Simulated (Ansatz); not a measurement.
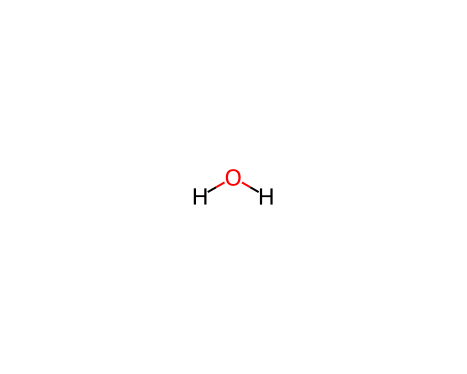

Skeletal drawing of a molecule.

> Write the SMILES.

O

> Give the formula, hydrogens included.

H2O.

> An optimisation with PBE0-D4/def2-TZVP gave a structure of which point group?

C2v.

The parts below concern this one geometry. Atoms keep their numbers from picture to picture. The geometry was computed by an optimisation with PBE0-D4/def2-TZVP.

Charges

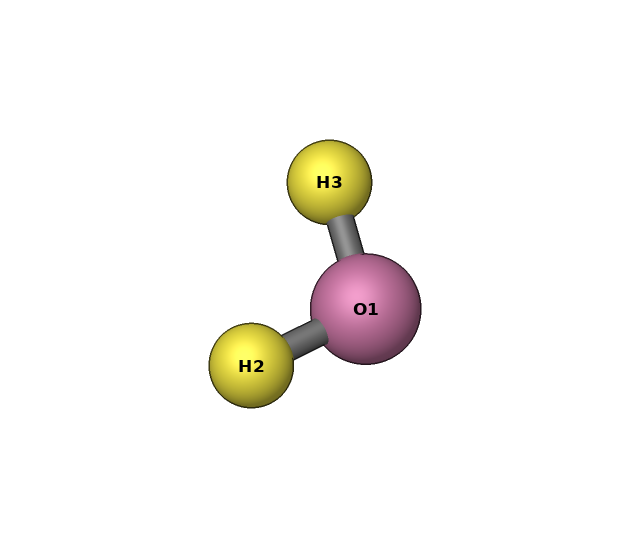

The questions are on Mulliken charges. Method: RKS PBE0-D4/def2-TZVP (Ansatz 0.2.0).

Give the Mulliken charges atom by atom.

```
atom  value (e)
  O1      −0.65
  H2       0.32
  H3       0.32
```

Electronic properties

Level of theory: RKS ωB97X-V/def2-TZVPP (Ansatz 0.2.0).

> Estimate the vertical ionisation energy.

12.63 eV.

> What is the HOMO energy (Kohn–Sham orbital)?

−11.54 eV.

> Estimate the LUMO energy (Kohn–Sham orbital).

2.77 eV.

Vibrations

Harmonic vibrations computed with RKS PBE0-D4/def2-TZVP (Ansatz 0.2.0) at a stationary point of the same level.

> How many vibrational modes are there, and where do they lie?

3 modes: 1623, 3852, 3959 cm⁻¹.

Mulliken values depend strongly on the basis set and can even reverse the polarity of a bond.
